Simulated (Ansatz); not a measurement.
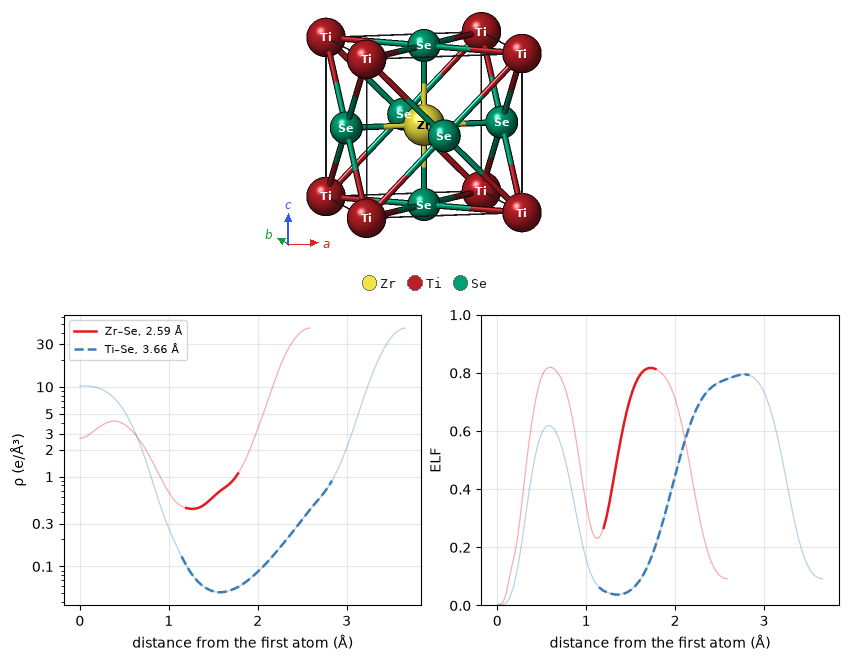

Figure. ZrTiSe3. Valence pseudo-density and electron localisation function along straight lines between neighbouring atoms. Thin, pale parts lie inside the atomic spheres. The structure is drawn too.

Space group Pm-3m; a structure generated by program, which may or may not match a known phase; spin-polarised.

Theory: DFT PBE, scalar-relativistic, plane waves, PAW in Ansatz.

Core electrons are frozen (PAW), and the valence fields are smoothed inside the atomic spheres.

```cif
data_structure
_symmetry_space_group_name_H-M 'P 1'
_symmetry_Int_Tables_number 1
_cell_length_a 5.1742
_cell_length_b 5.1742
_cell_length_c 5.1742
_cell_angle_alpha 90.000
_cell_angle_beta 90.000
_cell_angle_gamma 90.000
_cell_volume 138.52
loop_
_atom_site_label
_atom_site_type_symbol
_atom_site_fract_x
_atom_site_fract_y
_atom_site_fract_z
_atom_site_occupancy
Zr1 Zr 0.50000 0.50000 0.50000 1
Ti1 Ti 0.00000 0.00000 0.00000 1
Se1 Se 0.00000 0.50000 0.50000 1
Se2 Se 0.50000 0.00000 0.50000 1
Se3 Se 0.50000 0.50000 0.00000 1
```

### What can be read from the curves?

Zr–Se (2.59 Å): ρ is about 0.44 e/Å³ halfway; the ELF is about 0.40 at the midpoint.
Ti–Se (3.66 Å): ρ is about 0.06 e/Å³ halfway, with its minimum of 0.05 e/Å³ about 1.6 Å from Ti; the ELF is about 0.25 at the midpoint and 0.05 at its lowest between the atoms; no shared electron pair shows on this line.
